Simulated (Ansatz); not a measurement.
Consider CH3AlCl (charge +1).

The calculation's input:

```
crystal:
  periodic: [false, false, false]
  atoms:
    - symbol: C
      position_ang: [1.056795, 1.076106, 0.230114]
    - symbol: Al
      position_ang: [0.635347, -0.576737, -0.635602]
    - symbol: Cl
      position_ang: [0.188372, -2.327432, -1.552988]
    - symbol: H
      position_ang: [1.984955, 1.486296, -0.201054]
    - symbol: H
      position_ang: [0.229457, 1.788494, 0.076239]
    - symbol: H
      position_ang: [1.196283, 0.896522, 1.308971]
basis:
  gaussian:
    orbitals: def2-TZVPD
total_charge: 1
hamiltonian:
  xc: {name: PBE0}
output:
  forces: true
  orbitals: {seedname: orbitals}
```

Command:

```sh
ansatz run input.yaml --threads 1 --pin off --max-ram 2610MiB --events-out events.jsonl --progress --plain --runs-dir runs
```

Geometry: B3LYP-D3(BJ)/def2-SVP.

Level of theory: isolated molecule in a Gaussian basis; Kohn-Sham density functional theory, functional PBE0 (Ansatz 0.2.0).

**What can the converged electron density and electron localisation function tell about the bonding?**

C–Al (1.91 Å): ρ at the midpoint is about 0.74 e/Å³; the ELF peaks at about 0.90 between the atoms, as expected for a polar covalent bond.
Al–Cl (2.03 Å): the density is about 0.84 e/Å³ at the midpoint; the ELF peaks at about 0.85 in the valence shell of Cl, 0.9 Å from its nucleus, and is about 0.80 at the midpoint.
C–H (1.10 Å): ρ is about 1.9 e/Å³ halfway; the ELF climbs to about 1 towards the hydrogen, as it does in any bond to H; a covalent bond by its length.

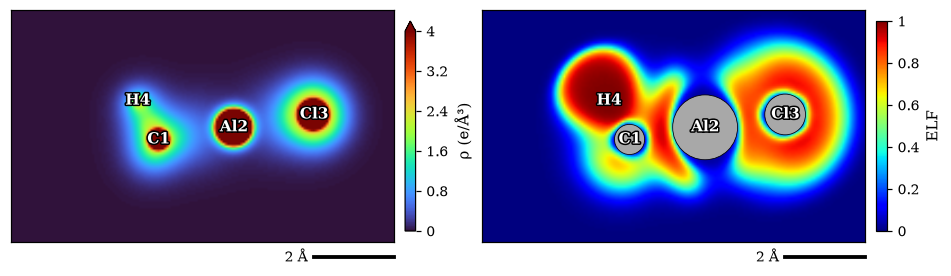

Computed electron density and electron localisation function on the plane of atoms Al2, C1 and H4, in this order. Grey discs cover the atomic cores in the ELF map. 
